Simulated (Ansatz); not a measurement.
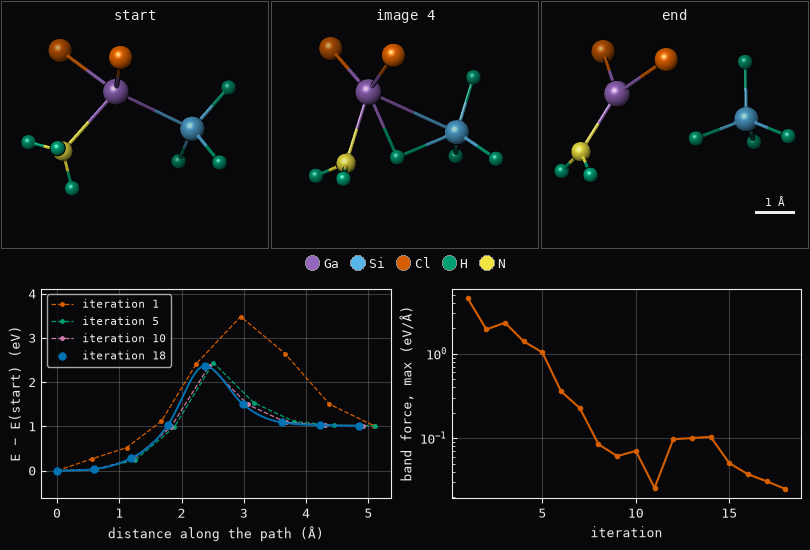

NEB run on GaSiNH$_{6}$Cl$_{2}$. Images are numbered from 0 (start) to 8 (end). The plot follows the band through its iterations. Style: ball-and-stick. Shown from a free direction.

Method: RKS B3LYP/def2-SVP (Ansatz 0.2.0). Run with 7 movable images; climbing image; force threshold 0.03 eV/Å; iteration limit 60; starting path through a guess of the saddle point.

Q: How did the profile develop, and is the result final?

A: The result is final at these settings. The band converged in 18 iterations. The largest component of the band force went from 4.5 to 0.025 eV/Å. The climbing image converged on the top of the path. Its vibrational analysis gives one imaginary mode (1367i cm⁻¹), as a transition state must have. The first iteration put the highest image at 3.49 eV. The energy climbs by 2.37 eV to image 4 and then falls by 1.35 eV, so the end point sits at +1.02 eV.
